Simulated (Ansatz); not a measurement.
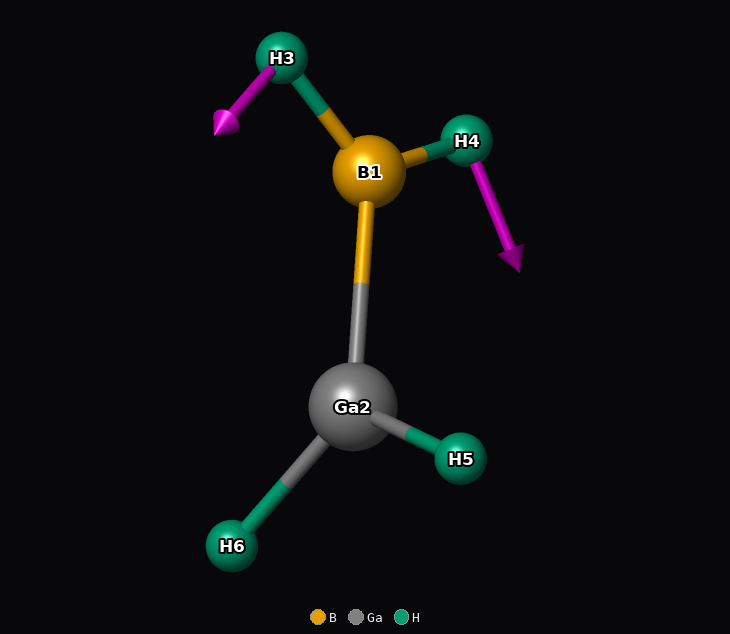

The arrows show one normal mode. Harmonic vibrations computed with RKS PBE0-D4/def2-TZVP (Ansatz 0.2.0) at a stationary point of the same level.

**What kind of motion is it?**

Mostly angle bending.

**Estimate its harmonic wavenumber.**

1147 cm⁻¹; it is mode 8 of 12 counted from the lowest.
